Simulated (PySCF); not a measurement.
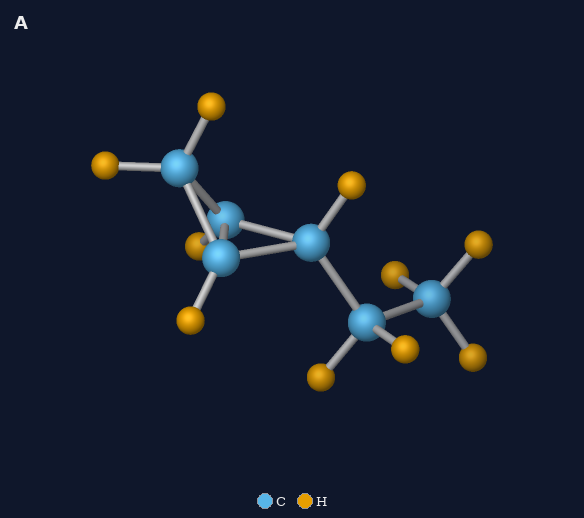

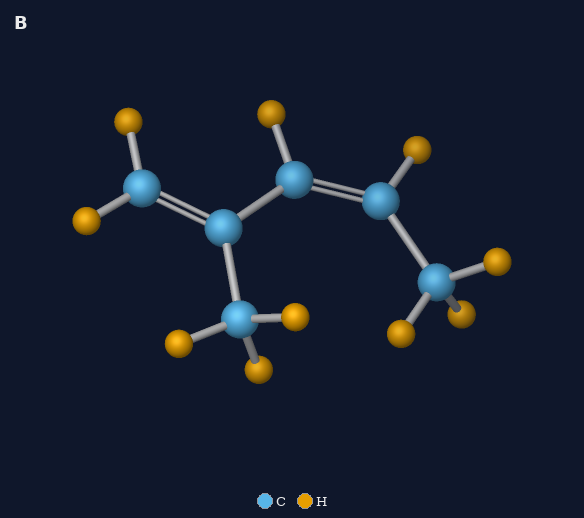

2 stationary structures of one formula. Geometries: PBE0-D3(BJ)/def2-SVP. Electronic energies: PBE0-D3(BJ)/def2-SVP (PySCF 2.14.0), without zero-point energy. No frequency run is at hand to confirm each as a minimum. Each is one conformer, not always the lowest.

> Are they conformers, stereoisomers or constitutional isomers?

They are constitutional isomers of C6H10: A `CC[C@@H]1[C@H]2C[C@@H]12`, B `C=C(C)/C=C\C`.

> Which structure is the most stable?

B is lowest; A lies 17.0 kcal/mol above it.
